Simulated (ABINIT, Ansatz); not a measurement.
**GaAs (F-43m): modes at Γ and the response to a field**

Which modes does GaAs (F-43m) have at the zone centre?

Program: ABINIT 10.8.3. Level of theory: DFT LDA, scalar-relativistic, plane waves, HGH norm-conserving pseudopotentials. Results are calculated unless marked as measured.

**1. The structure**

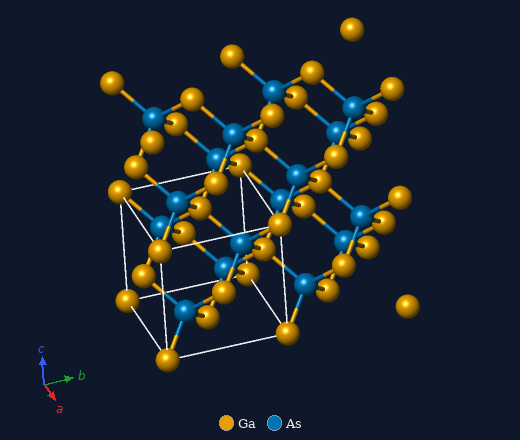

The cell as given, from a free direction (gallium orange, arsenic blue). 1×2×2 cells are drawn. This picture shows the conventional cell, with its axes. Bonds to atoms that aren't drawn are left out. Some periodic images of atoms are drawn too.

**2. Relaxing the cell and atoms**

Frequencies change by per cents with a per cent of volume, so the structure is first brought to rest at this level of theory.

The starting cell comes from a relaxation made beforehand in Ansatz (LDA, PseudoDojo NC).

relax.abi

```
# relaxation
ionmov 2
optcell 2
ecutsm 0.5
dilatmx 1.08
ntime 40
tolmxf 2.0d-06
tolvrs 1.0d-14
prtwf 0
prtden 0
chksymtnons 0

# basis, mesh and filling
ecut 20.0
ixc 7
ngkpt 8 8 8
nshiftk 1
shiftk 0.0 0.0 0.0
istwfk *1
occopt 1
nband 4
nstep 100
diemac 9.0
prtebands 0
prtgsr 0
useylm 1

# cell and atoms
acell 7.484374278 7.484374278 7.484374278
rprim 
    0.0 0.7071067812 0.7071067812
    0.7071067812 0.0 0.7071067812
    0.7071067812 0.7071067812 0.0
ntypat 2
znucl 31 33
natom 2
typat 1 2
xred 
    0.0 0.0 0.0
    0.25 0.25 0.25
pp_dirpath "./pseudo"
pseudos "Ga.hgh, As.hgh"
```

Launch:

```sh
OMP_NUM_THREADS=1 mpirun -n 2 abinit relax.abi > relax.log
```

Numbers of over 12 decimals in the logs are rounded to 6 here.

relax.abo, the main output file:

```text
[banners, grids, parts of the stress and lines that vanish by symmetry left out]
- input  file    -> relax.abi
- output file    -> relax.abo
- root for input  files -> relaxi
[...]
Symmetries : space group F-4 3 m (#216); Bravais cF (face-center cubic)
[...]
mpw =        1639          nfft =       46656          nkpt =          29
[...]
== DATASET  1 ==================================================================
[...]
cutoff_energies: {ecut:  20.0, pawecutdg:  -1.0, }
[...]
Exchange-correlation functional for the present dataset will be:
  LDA: Perdew-Wang 92 LSD fit to Ceperley-Alder data - ixc=7
[...]
ETOT  1  -8.659762    -8.660E+00 1.271E-02 1.772E+01
 ETOT  2  -8.664657    -4.894E-03 3.895E-05 5.245E-01
 ETOT  3  -8.664701    -4.487E-05 1.043E-06 3.864E-02
 ETOT  4  -8.664706    -4.364E-06 2.081E-07 1.544E-03
 ETOT  5  -8.664706    -1.761E-07 6.255E-08 9.423E-06
[...]
At SCF step   14       vres2   =  2.74E-16 < tolvrs=  1.00E-14 =>converged.
[...]
sigma(1 1)=  9.42057823E-05  sigma(3 2)=  0.00000000E+00
  sigma(2 2)=  9.42057823E-05  sigma(3 1)=  0.00000000E+00
  sigma(3 3)=  9.42057823E-05  sigma(2 1)=  0.00000000E+00
[...]
convergence: {deltae:  8.349E-14, res2:  2.739E-16, residm:  1.031E-13, diffor: null, }
etotal    :  -8.66470594E+00
[...]
ETOT  1  -8.664905    -8.665E+00 1.417E-07 1.003E-01
[...]
At SCF step    9       vres2   =  2.82E-17 < tolvrs=  1.00E-14 =>converged.
[...]
sigma(1 1)=  7.55806525E-05  sigma(3 2)=  0.00000000E+00
  sigma(2 2)=  7.55806525E-05  sigma(3 1)=  0.00000000E+00
  sigma(3 3)=  7.55806525E-05  sigma(2 1)=  0.00000000E+00
[...]
convergence: {deltae:  3.553E-15, res2:  2.821E-17, residm:  1.165E-17, diffor: null, }
etotal    :  -8.66491906E+00
[...]
ETOT  1  -8.665060    -8.665E+00 4.017E-04 1.461E+00
[...]
At SCF step    9       vres2   =  2.82E-16 < tolvrs=  1.00E-14 =>converged.
[...]
sigma(1 1)= -5.54093863E-06  sigma(3 2)=  0.00000000E+00
  sigma(2 2)= -5.54093863E-06  sigma(3 1)=  0.00000000E+00
  sigma(3 3)= -5.54093863E-06  sigma(2 1)=  0.00000000E+00
[...]
convergence: {deltae:  2.487E-13, res2:  2.819E-16, residm:  7.440E-20, diffor: null, }
etotal    :  -8.66526652E+00
[...]
ETOT  1  -8.665267    -8.665E+00 8.011E-11 6.479E-03
[...]
At SCF step    8       vres2   =  4.77E-16 < tolvrs=  1.00E-14 =>converged.
[...]
sigma(1 1)=  2.31881300E-07  sigma(3 2)=  0.00000000E+00
  sigma(2 2)=  2.31881300E-07  sigma(3 1)=  0.00000000E+00
  sigma(3 3)=  2.31881300E-07  sigma(2 1)=  0.00000000E+00
[...]
convergence: {deltae:  1.865E-13, res2:  4.766E-16, residm:  1.489E-19, diffor: null, }
etotal    :  -8.66526819E+00
[...]
ETOT  1  -8.665268    -8.665E+00 1.418E-10 1.049E-05
[...]
ETOT  6  -8.665268    -2.629E-13 4.917E-19 4.291E-14
 ETOT  7  -8.665268     2.753E-13 1.244E-20 1.841E-16
 At SCF step    7       vres2   =  1.84E-16 < tolvrs=  1.00E-14 =>converged.
[...]
sigma(1 1)=  3.78863453E-10  sigma(3 2)=  0.00000000E+00
  sigma(2 2)=  3.78863453E-10  sigma(3 1)=  0.00000000E+00
  sigma(3 3)=  3.78863454E-10  sigma(2 1)=  0.00000000E+00
[...]
convergence: {deltae:  2.753E-13, res2:  1.841E-16, residm:  1.244E-20, diffor: null, }
etotal    :  -8.66526819E+00
[...]
At Broyd/MD step   5, gradients are converged :
[...]
sigma(1 1)=  3.78863453E-10  sigma(3 2)=  0.00000000E+00
  sigma(2 2)=  3.78863453E-10  sigma(3 1)=  0.00000000E+00
  sigma(3 3)=  3.78863454E-10  sigma(2 1)=  0.00000000E+00
[...]
- sigma(1 1)=  1.11465476E-05  sigma(3 2)=  0.00000000E+00
- sigma(2 2)=  1.11465476E-05  sigma(3 1)=  0.00000000E+00
- sigma(3 3)=  1.11465476E-05  sigma(2 1)=  0.00000000E+00
[...]
fcart     -0.0000000000E+00 -0.0000000000E+00 -0.0000000000E+00
           strten      3.7886345341E-10  3.7886345341E-10  3.7886345363E-10
================================================================================

[key lines of the parts left out:]
pressure_GPa:  -1.1147E-05
Total energy (etotal) [Ha]= -8.66526819495510E+00
```

Run time: 25 s. Hardware: 2 MPI ranks of Intel Xeon Platinum 8488C (Sapphire Rapids), shared host; 50 s of CPU time.

The steps of the relaxation:

| step | energy less that of the first step (eV) | largest force (eV/Å) | volume (Å³) |
| --- | --- | --- | --- |
| 1 | 0.0000 | 0.0000 | 43.93 |
| 2 | -0.0058 | 0.0000 | 43.56 |
| 3 | -0.0153 | 0.0000 | 42.13 |
| 4 | -0.0153 | 0.0000 | 42.23 |
| 5 | -0.0153 | 0.0000 | 42.22 |

| conventional cell, symmetrised | before | after | change |
| --- | --- | --- | --- |
| a (Å) | 5.601 | 5.528 | -1.3 % |
| b (Å) | 5.601 | 5.528 | -1.3 % |
| c (Å) | 5.601 | 5.528 | -1.3 % |
| volume (Å³/atom) | 21.96 | 21.11 | -3.9 % |

The relaxed structure:

```xyz
2
Lattice="0.0000 2.7638 2.7638 2.7638 0.0000 2.7638 2.7638 2.7638 0.0000" Properties=species:S:1:pos:R:3 pbc="T T T"
Ga    0.0000    0.0000    0.0000
As    1.3819    1.3819    1.3819
```

Read from the output:

* volume per atom: 21.11 Å³
* pressure: -1.11e-5 GPa

The volume changes by -3.9 % from the cell with which this run began.

**3. Ground state**

The response is built on these wavefunctions, so the potential is converged far more tightly than an energy would need. The mesh is shifted off Γ, since shifted meshes converge sums over the zone faster.

gs.abi

```
# ground state
tolvrs 1.0d-16
prtden 1
prtwf 1

# basis, mesh and filling
ecut 20.0
ixc 7
ngkpt 6 6 6
nshiftk 4
shiftk 
    0.5 0.5 0.5
    0.5 0.0 0.0
    0.0 0.5 0.0
    0.0 0.0 0.5
istwfk *1
occopt 1
nband 4
nstep 100
diemac 9.0
prtebands 0
prtgsr 0
useylm 1

# cell and atoms
acell 7.386165208 7.386165208 7.386165208
rprim 
    0.0 0.7071067812 0.7071067812
    0.7071067812 0.0 0.7071067812
    0.7071067812 0.7071067812 0.0
ntypat 2
znucl 31 33
natom 2
typat 1 2
xred 
    0.0 0.0 0.0
    0.25 0.25 0.25
pp_dirpath "./pseudo"
pseudos "Ga.hgh, As.hgh"
```

Launch:

```sh
OMP_NUM_THREADS=1 mpirun -n 2 abinit gs.abi > gs.log
```

gs.abo, the main output file:

```text
[banners, grids, parts of the stress and lines that vanish by symmetry left out]
- input  file    -> gs.abi
- output file    -> gs.abo
- root for input  files -> gsi
[...]
Symmetries : space group F-4 3 m (#216); Bravais cF (face-center cubic)
[...]
mpw =        1242          nfft =       27000          nkpt =          28
[...]
== DATASET  1 ==================================================================
[...]
cutoff_energies: {ecut:  20.0, pawecutdg:  -1.0, }
[...]
Exchange-correlation functional for the present dataset will be:
  LDA: Perdew-Wang 92 LSD fit to Ceperley-Alder data - ixc=7
[...]
ETOT  1  -8.662509    -8.663E+00 4.048E-03 1.110E+01
 ETOT  2  -8.665419    -2.910E-03 2.884E-06 3.422E-01
 ETOT  3  -8.665474    -5.496E-05 8.239E-07 2.707E-02
 ETOT  4  -8.665480    -5.666E-06 8.456E-08 8.617E-04
 ETOT  5  -8.665480    -1.373E-07 1.399E-09 2.864E-06
[...]
ETOT 10  -8.665480     1.421E-14 1.793E-16 3.126E-15
 ETOT 11  -8.665480     1.954E-14 7.867E-18 5.923E-18
 At SCF step   11       vres2   =  5.92E-18 < tolvrs=  1.00E-16 =>converged.
[...]
sigma(1 1)=  8.50785859E-06  sigma(3 2)=  0.00000000E+00
  sigma(2 2)=  8.50785859E-06  sigma(3 1)=  0.00000000E+00
  sigma(3 3)=  8.50785859E-06  sigma(2 1)=  0.00000000E+00
[...]
convergence: {deltae:  1.954E-14, res2:  5.923E-18, residm:  7.867E-18, diffor: null, }
etotal    :  -8.66547977E+00
[...]
sigma(1 1)=  8.50785859E-06  sigma(3 2)=  0.00000000E+00
  sigma(2 2)=  8.50785859E-06  sigma(3 1)=  0.00000000E+00
  sigma(3 3)=  8.50785859E-06  sigma(2 1)=  0.00000000E+00
[...]
- sigma(1 1)=  2.50309842E-01  sigma(3 2)=  0.00000000E+00
- sigma(2 2)=  2.50309842E-01  sigma(3 1)=  0.00000000E+00
- sigma(3 3)=  2.50309842E-01  sigma(2 1)=  0.00000000E+00
[...]
fcart     -0.0000000000E+00 -0.0000000000E+00 -0.0000000000E+00
           strten      8.5078585947E-06  8.5078585947E-06  8.5078585947E-06
================================================================================

[key lines of the parts left out:]
pressure_GPa:  -2.5031E-01
```

Wall time 4.9 s (2 MPI ranks); 9.3 s of CPU time.

This step gave:

| Item | Value |
| --- | --- |
| pressure | -0.2503 GPa |

The cell stands at -0.25 GPa: the relaxation ran with a smoothed cutoff and on another k mesh.

**4. Empty bands**

Empty bands on the ground state's density check that the gap assumed so far is there in this cell.

gap.abi

```
# empty bands on the ground state's density
iscf -2
getden_filepath "gso_DEN"
tolwfr 1.0d-12
nbdbuf 2
prtwf 0

# basis, mesh and filling
ecut 20.0
ixc 7
ngkpt 8 8 8
nshiftk 1
shiftk 0.0 0.0 0.0
istwfk *1
occopt 1
nband 8
nstep 100
diemac 9.0
prtebands 0
prtgsr 0
useylm 1

# cell and atoms
acell 7.386165208 7.386165208 7.386165208
rprim 
    0.0 0.7071067812 0.7071067812
    0.7071067812 0.0 0.7071067812
    0.7071067812 0.7071067812 0.0
ntypat 2
znucl 31 33
natom 2
typat 1 2
xred 
    0.0 0.0 0.0
    0.25 0.25 0.25
pp_dirpath "./pseudo"
pseudos "Ga.hgh, As.hgh"
```

Launch:

```sh
OMP_NUM_THREADS=1 mpirun -n 2 abinit gap.abi > gap.log
```

gap.abo, the main output file:

```text
[banners, grids, parts of the stress and lines that vanish by symmetry left out]
- input  file    -> gap.abi
- output file    -> gap.abo
- root for input  files -> gapi
[...]
Symmetries : space group F-4 3 m (#216); Bravais cF (face-center cubic)
[...]
mpw =        1243          nfft =       27000          nkpt =          29
[...]
== DATASET  1 ==================================================================
[...]
cutoff_energies: {ecut:  20.0, pawecutdg:  -1.0, }
[...]
Exchange-correlation functional for the present dataset will be:
  LDA: Perdew-Wang 92 LSD fit to Ceperley-Alder data - ixc=7
[...]
-outvars: echo values of variables after computation
            acell      7.3861652080E+00  7.3861652080E+00  7.3861652080E+00 Bohr
================================================================================
```

It took 4.2 s on 2 MPI ranks; 7.6 s of CPU time.

This step gave:

* gap on the k-mesh: 1.028 eV

In this cell the gap on the mesh is 1.0 eV, direct, so fixed occupations hold.

**5. Linear response at Γ**

The derivative of the wavefunctions by k comes first, since the response to a field is built on it; then the field and the displacements that symmetry doesn't supply are solved at q = 0.

It reads the wavefunctions written in step 3.

dfpt_gamma.abi

```
ndtset 2

# common to the responses
getwfk_filepath "gso_WFK"
kptopt 2
nqpt 1
qpt 0.0 0.0 0.0
asr 0
chneut 0

# d/dk
rfelfd1 2
rfdir1 1 1 1
iscf1 -3
tolwfr1 1.0d-20

# displacements, field
rfphon2 1
rfatpol2 1 2
rfdir2 1 1 1
rfelfd2 3
getddk2 1
tolvrs2 1.0d-10
prtwf2 0

# basis, mesh and filling
ecut 20.0
ixc 7
ngkpt 6 6 6
nshiftk 4
shiftk 
    0.5 0.5 0.5
    0.5 0.0 0.0
    0.0 0.5 0.0
    0.0 0.0 0.5
istwfk *1
occopt 1
nband 4
nstep 100
diemac 9.0
prtebands 0
prtgsr 0
useylm 1

# cell and atoms
acell 7.386165208 7.386165208 7.386165208
rprim 
    0.0 0.7071067812 0.7071067812
    0.7071067812 0.0 0.7071067812
    0.7071067812 0.7071067812 0.0
ntypat 2
znucl 31 33
natom 2
typat 1 2
xred 
    0.0 0.0 0.0
    0.25 0.25 0.25
pp_dirpath "./pseudo"
pseudos "Ga.hgh, As.hgh"
```

Launch:

```sh
OMP_NUM_THREADS=1 mpirun -n 2 abinit dfpt_gamma.abi > dfpt_gamma.log
```

dfpt_gamma.abo, the main output file:

```text
[banners, grids, parts of the stress and lines that vanish by symmetry left out]
- input  file    -> dfpt_gamma.abi
- output file    -> dfpt_gamma.abo
- root for input  files -> dfpt_gammai
[...]
DATASET    1 : space group F-4 3 m (#216); Bravais cF (face-center cubic)
[...]
nfft =       27000          nkpt =         432
[...]
DATASET    2 : space group F-4 3 m (#216); Bravais cF (face-center cubic)
[...]
nfft =       27000          nkpt =         432
[...]
== DATASET  1 ==================================================================
[...]
cutoff_energies: {ecut:  20.0, pawecutdg:  -1.0, }
[...]
Exchange-correlation functional for the present dataset will be:
  LDA: Perdew-Wang 92 LSD fit to Ceperley-Alder data - ixc=7
[...]
- 33.00000   5.00000     10605                znucl, zion, pspdat
[...]
Perturbation : derivative vs k along direction   1
[...]
-ETOT  1  -9.277279     -9.277E+00 2.674E-01 0.000E+00
 ETOT  2  -9.303048     -2.577E-02 1.844E-02 0.000E+00
 ETOT  3  -9.303435     -3.868E-04 4.236E-04 0.000E+00
 ETOT  4  -9.303448     -1.352E-05 2.318E-05 0.000E+00
 ETOT  5  -9.303449     -5.968E-07 7.401E-07 0.000E+00
[...]
At SCF step   16   max residual=  9.96E-21 < tolwfr=  1.00E-20 =>converged.
[...]
Perturbation : derivative vs k along direction   2
[...]
-ETOT  1  -9.277279     -9.277E+00 2.674E-01 0.000E+00
[...]
At SCF step   16   max residual=  9.96E-21 < tolwfr=  1.00E-20 =>converged.
[...]
Perturbation : derivative vs k along direction   3
[...]
-ETOT  1  -9.277279     -9.277E+00 2.674E-01 0.000E+00
[...]
At SCF step   16   max residual=  9.96E-21 < tolwfr=  1.00E-20 =>converged.
[...]
1        1       4.0212094046   -0.0000000000
     1        2       2.0106047023   -0.0000000000
     1        3       2.0106047023   -0.0000000000
     2        1       2.0106047023   -0.0000000000
     2        2       4.0212094046   -0.0000000000
     2        3       2.0106047023   -0.0000000000
     3        1       2.0106047023   -0.0000000000
     3        2       2.0106047023   -0.0000000000
     3        3       4.0212094046   -0.0000000000
[...]
== DATASET  2 ==================================================================
[...]
cutoff_energies: {ecut:  20.0, pawecutdg:  -1.0, }
[...]
Exchange-correlation functional for the present dataset will be:
  LDA: Perdew-Wang 92 LSD fit to Ceperley-Alder data - ixc=7
[...]
Perturbation : displacement of atom   1   along direction   1
[...]
-ETOT  1   7.202693     -3.715E+01 8.741E-02 4.084E+03
[...]
At SCF step    9       vres2   =  3.67E-12 < tolvrs=  1.00E-10 =>converged.
[...]
Perturbation : displacement of atom   2   along direction   1
[...]
-ETOT  1   27.502138107025     -1.464E+02 4.998E-01 4.056E+04
[...]
At SCF step    9       vres2   =  8.20E-11 < tolvrs=  1.00E-10 =>converged.
[...]
Perturbation : homogeneous electric field along direction   1
[...]
-ETOT  1  -268.69553585037     -2.687E+02 3.358E+01 1.454E+04
[...]
ETOT  9  -278.76892631308     -8.873E-11 1.445E-10 1.335E-10
 ETOT 10  -278.76892631308     -1.251E-12 7.263E-12 3.201E-12
 At SCF step   10       vres2   =  3.20E-12 < tolvrs=  1.00E-10 =>converged.
[...]
Dielectric tensor, in cartesian coordinates,
[...]
1    4   1    4        12.3265907292        -0.0000000000
   1    4   2    4        -0.0000000000        -0.0000000000
   1    4   3    4         0.0000000000        -0.0000000000
   2    4   1    4        -0.0000000000        -0.0000000000
   2    4   2    4        12.3265907292        -0.0000000000
   2    4   3    4         0.0000000000        -0.0000000000
   3    4   1    4         0.0000000000        -0.0000000000
   3    4   2    4         0.0000000000        -0.0000000000
   3    4   3    4        12.3265907292        -0.0000000000
  Effective charges, in cartesian coordinates,
[...]
1    1   1    4         2.0013609397         0.0000000000
   2    1   1    4         0.0000000000         0.0000000000
   3    1   1    4        -0.0000000000         0.0000000000
   1    2   1    4        -2.0216570177         0.0000000000
   2    2   1    4         0.0000000000         0.0000000000
[...]
Effective charges, in cartesian coordinates,
[...]
2    4   1    2         0.0000000000         0.0000000000
   3    4   1    2         0.0000000000         0.0000000000
   1    4   2    2         0.0000000000         0.0000000000
   2    4   2    2        -2.0216566931         0.0000000000
   3    4   2    2        -0.0000000000         0.0000000000
   1    4   3    2         0.0000000000         0.0000000000
   2    4   3    2        -0.0000000000         0.0000000000
   3    4   3    2        -2.0216566931         0.0000000000
  Phonon wavevector (reduced coordinates) :  0.00000  0.00000  0.00000
 Phonon energies in Hartree :
[...]
Phonon frequencies in cm-1    :
- -1.192266E+00 -1.192266E+00 -1.192266E+00  2.717594E+02  2.717594E+02
-  2.717594E+02
  Phonon at Gamma, with non-analyticity in the
[...]
Phonon energies in Hartree :
[...]
Phonon frequencies in cm-1    :
- -1.192266E+00 -1.192266E+00 -1.088309E+00  2.717594E+02  2.717594E+02
-  2.905887E+02
  Phonon at Gamma, with non-analyticity in the
[...]
Phonon energies in Hartree :
[...]
Phonon frequencies in cm-1    :
- -1.192266E+00 -1.192266E+00 -1.088310E+00  2.717594E+02  2.717594E+02
-  2.905887E+02
  Phonon at Gamma, with non-analyticity in the
[...]
Phonon energies in Hartree :
[...]
Phonon frequencies in cm-1    :
- -1.192266E+00 -1.192266E+00 -1.088310E+00  2.717594E+02  2.717594E+02
-  2.905887E+02
[...]
fcart2     0.0000000000E+00  0.0000000000E+00  0.0000000000E+00
           strten2     0.0000000000E+00  0.0000000000E+00  0.0000000000E+00
================================================================================
```

It took 5.1 min on 2 MPI ranks; 9.7 min of CPU time.

This step gave:

```yaml
miss_of_the_charge_sum_rule: 0.02030 e
largest_acoustic_frequency_at_the_zone_centre_before_the_sum_rule: -1.19 cm⁻¹
highest_optical_zone_centre_mode_no_lo_to_term: 271.8 cm⁻¹
lowest_optical_zone_centre_mode: 271.8 cm⁻¹
mean_high_frequency_dielectric_constant: 12.33
largest_born_charge_in_size_third_of_the_trace: 2.022 e
```

Born charge (rows field, columns displacement), before the sum rule (e), principal values of the symmetric part by kind of site:

| atom | atoms with these values | low | middle | high | mean |
| --- | --- | --- | --- | --- | --- |
| Ga1 | 1 | 2.00 | 2.00 | 2.00 | 2.00 |
| As2 | 1 | -2.02 | -2.02 | -2.02 | -2.02 |

In full for Ga1:

```
2.00 0.00 0.00
0.00 2.00 0.00
0.00 0.00 2.00
```

High-frequency dielectric tensor:

```
12.33  0.00  0.00
 0.00 12.33  0.00
 0.00  0.00 12.33
```

The acoustic modes at Γ come out as far as 1.2 cm⁻¹ from zero, where they should vanish, a small numerical error; the Born charges miss their sum rule by 0.020 e, which is fair.

(Continued in part 2 of 2.)

[Host names and launcher messages were left out of these logs when they were recorded.]

[Logs are printed without paths, hosts, clocks, repeated set-up lines and the standing remarks that a program may print on its own settings, such as how far it seeks lower states.]

[Hosts, paths, dates, database ids (printed as entryN), source tags and the programs' standing remarks are cut or masked in the printed files.]
